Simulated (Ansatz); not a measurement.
# NH2 (SMILES [NH2]) at UCCSDTQ/3-21G

What is the vertical doublet–quartet gap of NH2 at UCCSDTQ/3-21G? 

The calculation is run with Ansatz 0.2.0.

48 further runs of the same task are left out: 48 set aside as unsound or not needed.

### Step 1. The structure to begin with

NH2: 3 atoms, total charge 0, spin state doublet. As SMILES, `[NH2]`. Geometry: relaxed at GFN2-xTB.

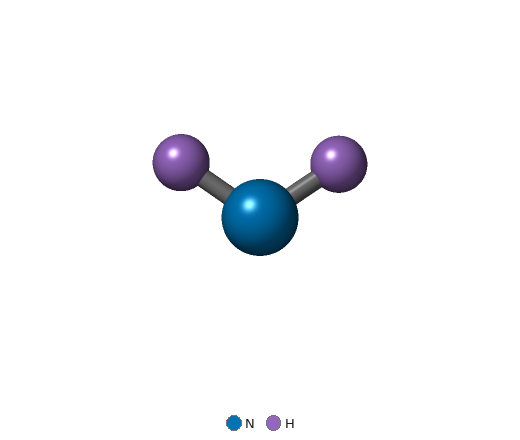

Viewed from a chosen angle; nitrogen blue, hydrogen purple.

### Step 2. The energy at UCCSDTQ/3-21G

Contents of job.yaml:

```yaml
crystal:
  periodic: [false, false, false]
  atoms:
    - symbol: "N"
      position_ang: [0.307180, -0.182210, 0.151440]
    - symbol: H
      position_ang: [0.155580, 0.820260, 0.174790]
    - symbol: H
      position_ang: [-0.462760, -0.638040, -0.326220]
basis:
  gaussian: {orbitals: 3-21G.json}
magnetization: {spin_polarized: true, initial_magnetization: 1}
correlation: {method: ccsdtq, frozen_orbitals: {H: 0, "N": 1}}
accuracy: high
scf: {omitted_lower_state_checks: [cluster_reference, increment]}
```

The basis set 3-21G is read from a file made from the Basis Set Exchange's data (not shown).

Command:

```sh
$ ansatz run job.yaml --threads 1 --pin off --max-ram 2610MiB --events-out events.jsonl --progress --plain --runs-dir runs
```

Log (excerpt; [...] marks lines left out):

```text
Warning: RAYON_NUM_THREADS=1 ignored (pool sized by the plan → 1); use --threads N
Functional definition: HF
  name "HF"
[...]
248 factors; integrals over basis functions are off by at most 4.8e-9 eV
[...]
mean field -1503.28808442 eV, -55.2448181371 hartree, gradient 3.6e-8 eV, S^2 0.756244; 0 other end points of the search recorded, 0 dependent functions left out
1 core orbitals not correlated: weight in the atoms' cores, before any rotation towards them, 1.000 or more for the frozen orbitals, at most 0.000 for the correlated occupied ones
reference -1503.28808442 eV, -55.2448181371 hartree; 4, 3 occupied and 8, 9 virtual orbitals, 248 factors
second order -2.24037897 eV of doubles, -0.00000000 eV of singles
cycle   1  -2.48645861 eV  change   -2.5e-1 eV  update   3.4e-2
[...]
cycle  22  -2.64181396 eV  change   1.1e-10 eV  update  1.8e-10
Total energy: -1505.92989838 eV, -55.3419030096 hartree
Checks for a lower state left out: cluster_reference, increment
```

It took 12 s on 1 thread of Arm Neoverse V1, shared host; peak memory 0.16 GiB.

### Step 3. The quartet at the same level

Contents of job.yaml:

```yaml
crystal:
  periodic: [false, false, false]
  atoms:
    - symbol: N
      position_ang: [0.307180, -0.182210, 0.151440]
    - symbol: H
      position_ang: [0.155580, 0.820260, 0.174790]
    - symbol: H
      position_ang: [-0.462760, -0.638040, -0.326220]
basis:
  gaussian: {orbitals: 3-21G.json}
magnetization: {spin_polarized: true, initial_magnetization: 3}
scf: {omitted_lower_state_checks: [cluster_reference, increment]}
accuracy: high
correlation: {method: ccsdtq, frozen_orbitals: {H: 0, "N": 1}}
```

The basis set 3-21G is read from a file made from the Basis Set Exchange's data (not shown).

Command:

```sh
$ ansatz run job.yaml --threads 1 --pin off --max-ram 2610MiB --events-out events.jsonl --progress --plain --runs-dir runs
```

Log (excerpt; [...] marks lines left out):

```text
Warning: RAYON_NUM_THREADS=1 ignored (pool sized by the plan → 1); use --threads N
[... 2 set-up lines as earlier in the session ...]
[...]
248 factors; integrals over basis functions are off by at most 4.8e-9 eV
[...]
mean field -1495.58971459 eV, -54.9619082640 hartree, gradient 6.7e-8 eV, S^2 3.752601; 2 other end points of the search recorded, 0 dependent functions left out
1 core orbitals not correlated: weight in the atoms' cores, before any rotation towards them, 1.000 or more for the frozen orbitals, at most 0.000 for the correlated occupied ones
reference -1495.58971459 eV, -54.9619082640 hartree; 5, 2 occupied and 7, 10 virtual orbitals, 248 factors
second order -1.76448949 eV of doubles, -0.00000000 eV of singles
cycle   1  -2.03196551 eV  change   -2.7e-1 eV  update   3.6e-2
[...]
cycle  25  -2.19344680 eV  change   3.8e-10 eV  update  2.7e-10
Total energy: -1497.78316139 eV, -55.0425159472 hartree
Checks for a lower state left out: cluster_reference, increment
```

It took 12 s on 1 thread of Arm Neoverse V1, shared host; peak memory 0.15 GiB.

### Step 4. Outcome

At UCCSDTQ/3-21G, 1 core orbital frozen:

| quantity | value |
| --- | --- |
| doublet: total energy | -55.34190 Eh |
| doublet: correlation energy (1 core orbital frozen) | -97.1 mEh |
| doublet: ⟨S²⟩ of the reference determinant | 0.756 |
| doublet: T1 diagnostic | 0.006 |
| quartet: total energy | -55.04252 Eh |
| quartet: correlation energy (1 core orbital frozen) | -80.6 mEh |
| quartet: ⟨S²⟩ of the reference determinant | 3.753 |
| quartet: T1 diagnostic | 0.006 |
| vertical energy of the quartet above the doublet | 8.147 eV |

At this shape the quartet lies 8.15 eV (188 kcal/mol) above the doublet.
